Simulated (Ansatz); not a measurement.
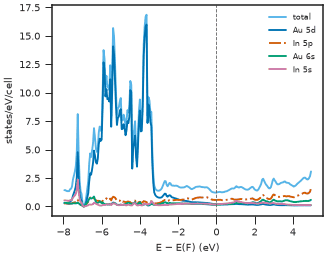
*Total and projected density of states of In₂Au₃ (La2O3 or Ni2Al3 type, space group No. 164), plane-wave PAW r²SCAN (Ansatz code)*

Question: Which orbitals carry the states next to the Fermi level?

Answer: Within 0.5 eV of the Fermi level: In 5p 46 %, Au 5d 16 %, In 5s 16 %, Au 6s 12 %, outside the projected shells 9 %. Projections are on Löwdin-orthogonalised atomic valence shells; empty p or d shells of many metals are not among them.

Question: Where is the tallest occupied peak in this window, and what makes it?

Answer: Near -3.6 eV, about 17 states/eV per cell; the largest projected share is Au 5d.

Space group P-3m1 (La2O3 or Ni2Al3 type). The workflow started from a Materials Project entry (that database holds measured and hypothetical structures alike); the Crystallography Open Database copy checked does not list it. Its standing as an ambient phase is unchecked. The r²SCAN relaxation kept the symmetry of its start; whether a distortion lowers the energy is not shown. Scalar-relativistic: spin–orbit coupling is off unless named, which matters more the heavier the elements.

Potentials: the later of the program's two PAW sets.
